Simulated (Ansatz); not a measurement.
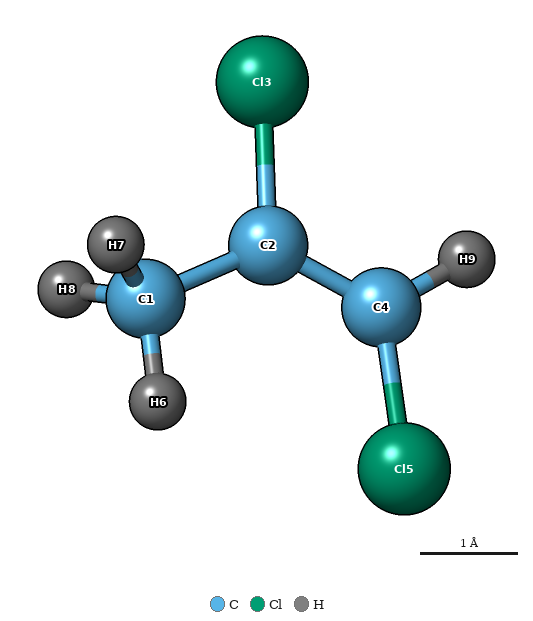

The structure as given in the input (ball-and-stick view, seen at a tilt; atoms are numbered from 1 in the order of the input). Bond lengths as drawn: C–C 1.35 to 1.49 Å, C–Cl 1.74 to 1.76 Å and C–H 1.10 to 1.11 Å.

## Nudged elastic band of C3H4Cl2

C3H4Cl2, computed with RKS PBE/def2-SVP (Ansatz 0.2.0).

It belongs to a series of runs on one base structure; here: band between the two ends. Figures and captions count atoms from 1; the log counts them from 0 in places.

## The input
```yaml
crystal:
  periodic: [false, false, false]
  atoms:
    - { symbol: C, position_ang: [-0.249687, -1.018238, -0.528661] }
    - { symbol: C, position_ang: [0.494954, 0.152376, 0.024394] }
    - { symbol: Cl, position_ang: [2.233924, 0.111103, -0.215477] }
    - { symbol: C, position_ang: [-0.008437, 1.222117, 0.677751] }
    - { symbol: Cl, position_ang: [-1.702678, 1.42651, 1.002264] }
    - { symbol: H, position_ang: [-1.333238, -0.911253, -0.335097] }
    - { symbol: H, position_ang: [-0.083371, -1.105, -1.62247] }
    - { symbol: H, position_ang: [0.109531, -1.962006, -0.068357] }
    - { symbol: H, position_ang: [0.627402, 2.038091, 1.048653] }
basis:
  gaussian: { orbitals: def2-SVP }
hamiltonian:
  xc: pbe
neb:
  order_check: false
  images: 7
  f_tol: 0.05
  max_iterations: 60
  initial_path: idpp
  final_atoms:
    - { symbol: C, position_ang: [-0.25821424, -1.0011247, -0.55615761] }
    - { symbol: C, position_ang: [0.45891619, 0.22152206, -0.08699209] }
    - { symbol: Cl, position_ang: [2.05337559, 0.46319712, -0.78255399] }
    - { symbol: C, position_ang: [0.02959497, 1.14782354, 0.79768968] }
    - { symbol: Cl, position_ang: [-1.51883009, 1.06747114, 1.58101273] }
    - { symbol: H, position_ang: [-0.39243053, -0.97627831, -1.65748781] }
    - { symbol: H, position_ang: [0.32874163, -1.91291618, -0.31992129] }
    - { symbol: H, position_ang: [-1.25021997, -1.07468685, -0.07260948] }
    - { symbol: H, position_ang: [0.63746644, 2.01869217, 1.08001985] }
```

Run on 2 threads of Intel Xeon @ 2.50GHz (Skylake/Cascade Lake), 16 GiB of memory available, shared host.

Command:
```bash
ansatz run input.yaml --threads 2 --pin off --max-ram 3072MiB --backend cpu --events-out ev --progress --plain --runs-dir out
```

## The program's output
```
Engine: ansatz 0.2.0, x86_64-unknown-linux-gnu
Functional definition: PBE
  parameter kappa = 0.804
  parameter beta = 0.06672455060314922
  exchange = pbe_x(kappa = kappa, mu = beta*pi^2/3)
  correlation = pbe_c(beta = beta)
1096 factors; their error is unknown
mean field evaluation 1: about -28187.5092 eV, gradient 5.9e1 eV
mean field evaluation 2: about -28171.6237 eV, gradient 9.4e1 eV
mean field evaluation 4: about -28196.2011 eV, gradient 9.9e0 eV
mean field evaluation 8: about -28196.3850 eV, gradient 2.3e-1 eV
mean field evaluation 16: about -28196.3851 eV, gradient 6.2e-5 eV
mean field -28196.38514958 eV, -1036.1980420508 hartree, gradient 6.2e-5 eV, S^2 0.000000; 0 other end points of the search recorded, 0 dependent functions left out
the calculation of the forces begins
reference -28196.38517865 eV, -1036.1980431191 hartree; 28, 28 occupied and 70, 70 virtual orbitals, 1096 factors
1096 factors; their error is unknown
mean field evaluation 32: about -28196.3851 eV, gradient 6.2e-5 eV
mean field -28196.38514948 eV, -1036.1980420473 hartree, gradient 6.2e-5 eV, S^2 0.000000; 0 other end points of the search recorded, 0 dependent functions left out
[... from here on the field's lines of each further geometry are left out, up to the last ...]
NEB iter   1: max|band force component| = 4.942e-1 eV/Å  barrier→ = 0.0915 eV  barrier← = 0.0915 eV  CI = image 4  Δτ_max = 0.0570 Å  (247 SCF iters)
NEB iter   2: max|band force component| = 3.583e-1 eV/Å  barrier→ = 0.0704 eV  barrier← = 0.0704 eV  CI = image 4  Δτ_max = 0.0508 Å  (217 SCF iters)
NEB iter   3: max|band force component| = 1.704e-1 eV/Å  barrier→ = 0.0648 eV  barrier← = 0.0648 eV  CI = image 4  Δτ_max = 0.0213 Å  (216 SCF iters)
NEB iter   4: max|band force component| = 7.068e-2 eV/Å  barrier→ = 0.0645 eV  barrier← = 0.0645 eV  CI = image 4  Δτ_max = 0.0036 Å  (215 SCF iters)
the calculation of the forces begins
reference -28196.37545047 eV, -1036.1976856151 hartree; 28, 28 occupied and 70, 70 virtual orbitals, 1096 factors
1096 factors; their error is unknown
mean field -28196.32074049 eV, -1036.1956750604 hartree, gradient 8.8e-6 eV, S^2 0.000000; 1 other end points of the search recorded, 0 dependent functions left out
the calculation of the forces begins
reference -28196.32077003 eV, -1036.1956761461 hartree; 28, 28 occupied and 70, 70 virtual orbitals, 1096 factors
NEB iter   5: max|band force component| = 3.307e-2 eV/Å  barrier→ = 0.0644 eV  barrier← = 0.0644 eV  CI = image 4  Δτ_max = 0.0000 Å  (379 SCF iters)
```

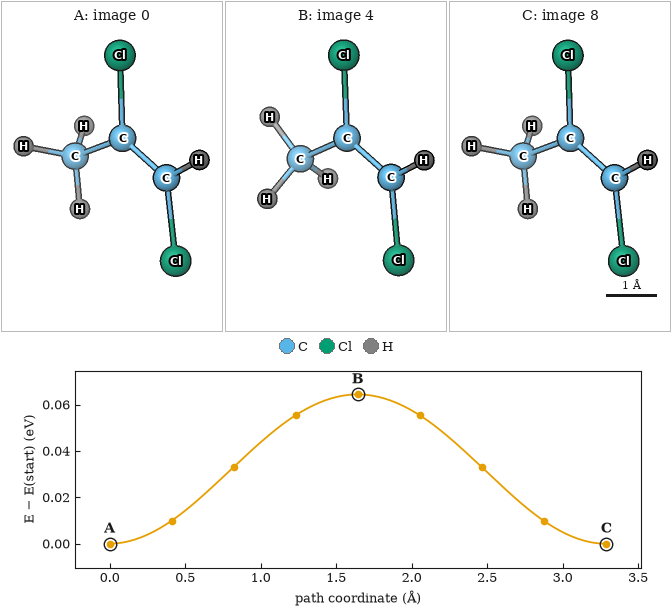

Images of the last band (counted from 0; ball-and-stick, seen at a tilt) above the energy along the path; the line is a cubic interpolation that uses the forces. The highest image is number 4, 0.064 eV above the start and 0.064 eV above the end (the climbing image); start and end have the same energy. The path is 3.29 Å long. The band converged in 5 iterations.

```
Total energy: -28196.32077003 eV, -1036.1956761461 hartree
Atom 0 at    -0.318613    -0.905185    -0.659520 Å, force    -0.003232    -0.001597     0.001877 eV/Å
Atom 1 at     0.450840     0.277426    -0.145565 Å, force     0.000484     0.003635     0.004382 eV/Å
Atom 2 at     1.860438     0.765714    -1.065875 Å, force     0.000342    -0.000058    -0.000153 eV/Å
Atom 3 at     0.153407     0.995286     0.959267 Å, force    -0.004497    -0.003123    -0.002609 eV/Å
Atom 4 at    -1.219596     0.604440     1.948516 Å, force     0.002092     0.000593    -0.000299 eV/Å
Atom 5 at    -1.369553    -0.622627    -0.878222 Å, force     0.001474     0.000518    -0.000242 eV/Å
Atom 6 at     0.140398    -1.306812    -1.580021 Å, force     0.000796    -0.000819    -0.001669 eV/Å
Atom 7 at    -0.352970    -1.710685     0.103456 Å, force     0.000963     0.001105    -0.000786 eV/Å
Atom 8 at     0.744049     1.856142     1.300965 Å, force     0.001577    -0.000254    -0.000501 eV/Å
Dipole moment:    -0.061415    -0.106631    -0.054723 e Å
this run last wrote the band of iteration 5 to [file]
```

## The last band as extended XYZ (Å, eV, eV/Å)
```
9
Properties=species:S:1:pos:R:3:forces:R:3 image=0 energy=-28196.38515
C    -0.2497   -1.0182   -0.5287    0.0067   0.0088   0.0039
C     0.4950    0.1524    0.0244   -0.0077  -0.0129  -0.0057
Cl    2.2339    0.1111   -0.2155    0.0029  -0.0005  -0.0007
C    -0.0084    1.2221    0.6778   -0.0008   0.0029   0.0015
Cl   -1.7027    1.4265    1.0023    0.0014  -0.0005  -0.0005
H    -1.3332   -0.9113   -0.3351   -0.0028   0.0007   0.0007
H    -0.0834   -1.1050   -1.6225    0.0006   0.0013  -0.0004
H     0.1095   -1.9620   -0.0684    0.0012   0.0003   0.0012
H     0.6274    2.0381    1.0487   -0.0014  -0.0001   0.0002
9
Properties=species:S:1:pos:R:3:forces:R:3 image=1 energy=-28196.37522
C    -0.2622   -0.9902   -0.5704   -0.0069  -0.0078  -0.0006
C     0.4888    0.1828   -0.0301    0.0214   0.0044   0.0041
Cl    2.1920    0.2463   -0.4528   -0.0028  -0.0095   0.0111
C     0.0154    1.1735    0.7565   -0.0192   0.0028   0.0003
Cl   -1.6366    1.2459    1.2896   -0.0005   0.0118  -0.0113
H    -1.3521   -0.8271   -0.4727   -0.0004  -0.0085   0.0203
H    -0.0089   -1.1589   -1.6358   -0.0141   0.0147  -0.0081
H     0.0051   -1.9160   -0.0176    0.0187  -0.0074  -0.0138
H     0.6470    1.9975    1.1163    0.0037  -0.0004  -0.0019
9
Properties=species:S:1:pos:R:3:forces:R:3 image=2 energy=-28196.35203
C    -0.2782   -0.9606   -0.6063   -0.0109  -0.0117   0.0032
C     0.4817    0.2154   -0.0773    0.0328   0.0072  -0.0002
Cl    2.1206    0.4049   -0.6764   -0.0022  -0.0146   0.0155
C     0.0515    1.1183    0.8303   -0.0273   0.0034   0.0037
Cl   -1.5317    1.0358    1.5410   -0.0026   0.0171  -0.0132
H    -1.3647   -0.7471   -0.6075   -0.0033  -0.0095   0.0265
H     0.0494   -1.2102   -1.6328   -0.0178   0.0193  -0.0158
H    -0.1112   -1.8571    0.0287    0.0272  -0.0117  -0.0172
H     0.6709    1.9542    1.1833    0.0042   0.0004  -0.0025
9
Properties=species:S:1:pos:R:3:forces:R:3 image=3 energy=-28196.32970
C    -0.2967   -0.9318   -0.6354   -0.0122  -0.0087   0.0061
C     0.4703    0.2476   -0.1157    0.0301   0.0069  -0.0047
Cl    2.0121    0.5809   -0.8826   -0.0012  -0.0108   0.0104
C     0.0978    1.0585    0.8980   -0.0227   0.0008   0.0057
Cl   -1.3925    0.8165    1.7571   -0.0020   0.0117  -0.0090
H    -1.3706   -0.6780   -0.7419   -0.0038  -0.0044   0.0175
H     0.0980   -1.2601   -1.6135   -0.0106   0.0120  -0.0144
H    -0.2318   -1.7872    0.0706    0.0199  -0.0085  -0.0104
H     0.7018    1.9073    1.2464    0.0025   0.0009  -0.0014
9
Properties=species:S:1:pos:R:3:forces:R:3 image=4 energy=-28196.32074
C    -0.3186   -0.9052   -0.6595   -0.0032  -0.0016   0.0019
C     0.4508    0.2774   -0.1456    0.0005   0.0036   0.0044
Cl    1.8604    0.7657   -1.0659    0.0003  -0.0001  -0.0002
C     0.1534    0.9953    0.9593   -0.0045  -0.0031  -0.0026
Cl   -1.2196    0.6044    1.9485    0.0021   0.0006  -0.0003
H    -1.3696   -0.6226   -0.8782    0.0015   0.0005  -0.0002
H     0.1404   -1.3068   -1.5800    0.0008  -0.0008  -0.0017
H    -0.3530   -1.7107    0.1035    0.0010   0.0011  -0.0008
H     0.7440    1.8561    1.3010    0.0016  -0.0003  -0.0005
9
Properties=species:S:1:pos:R:3:forces:R:3 image=5 energy=-28196.32979
C    -0.3447   -0.8806   -0.6817   -0.0148  -0.0061   0.0042
C     0.4180    0.3035   -0.1661    0.0188   0.0190  -0.0162
Cl    1.6697    0.9470   -1.2128   -0.0145   0.0036  -0.0023
C     0.2162    0.9319    1.0121   -0.0113  -0.0112   0.0171
Cl   -1.0119    0.4096    2.1242    0.0133  -0.0045   0.0056
H    -1.3596   -0.5800   -1.0191    0.0076   0.0047  -0.0225
H     0.1792   -1.3470   -1.5350    0.0138  -0.0143   0.0090
H    -0.4778   -1.6338    0.1209   -0.0154   0.0078   0.0064
H     0.7994    1.8030    1.3404    0.0024   0.0010  -0.0014
9
Properties=species:S:1:pos:R:3:forces:R:3 image=6 energy=-28196.35224
C    -0.3764   -0.8555   -0.7011   -0.0145  -0.0081   0.0003
C     0.3754    0.3290   -0.1797    0.0171   0.0243  -0.0160
Cl    1.4555    1.1160   -1.3176   -0.0207   0.0053  -0.0023
C     0.2842    0.8695    1.0546   -0.0099  -0.0153   0.0210
Cl   -0.7720    0.2237    2.2736    0.0194  -0.0064   0.0080
H    -1.3395   -0.5421   -1.1586    0.0122   0.0043  -0.0317
H     0.2092   -1.3813   -1.4782    0.0173  -0.0182   0.0180
H    -0.6085   -1.5568    0.1237   -0.0243   0.0128   0.0061
H     0.8608    1.7512    1.3663    0.0034   0.0013  -0.0033
9
Properties=species:S:1:pos:R:3:forces:R:3 image=7 energy=-28196.37542
C    -0.4141   -0.8278   -0.7168   -0.0079  -0.0071  -0.0012
C     0.3254    0.3573   -0.1874    0.0085   0.0189  -0.0089
Cl    1.2296    1.2753   -1.3805   -0.0145   0.0030  -0.0002
C     0.3563    0.8090    1.0852   -0.0052  -0.0124   0.0141
Cl   -0.5045    0.0354    2.3811    0.0152  -0.0049   0.0037
H    -1.3104   -0.5075   -1.2896    0.0100   0.0017  -0.0220
H     0.2263   -1.4109   -1.4078    0.0104  -0.0115   0.0154
H    -0.7447   -1.4778    0.1151   -0.0186   0.0109   0.0024
H     0.9246    1.7006    1.3839    0.0022   0.0013  -0.0033
9
Properties=species:S:1:pos:R:3:forces:R:3 image=8 energy=-28196.38515
C    -0.3908   -0.8393   -0.7194   -0.0055  -0.0019   0.0046
C     0.3489    0.3363   -0.1715    0.0070   0.0021  -0.0004
Cl    1.4244    1.1353   -1.3070   -0.0005  -0.0002   0.0017
C     0.2879    0.8470    1.0777   -0.0040  -0.0030  -0.0045
Cl   -0.7212    0.1843    2.3267    0.0017  -0.0003  -0.0016
H    -1.0125   -0.5387   -1.5881   -0.0009   0.0017  -0.0001
H     0.3181   -1.6140   -1.0785    0.0022   0.0015   0.0010
H    -1.0436   -1.2793    0.0575    0.0006   0.0003  -0.0005
H     0.8772    1.7220    1.3856   -0.0006  -0.0003  -0.0001
```

## Results in brief

| quantity | value |
| --- | --- |
| outcome | converged |
| barrier, forward | 0.064 eV |
| barrier, backward | 0.064 eV |
| wall time | 81 s (CPU time 2.6 min) |
| peak memory | 0.16 GiB |

The order of the saddle point was not checked.
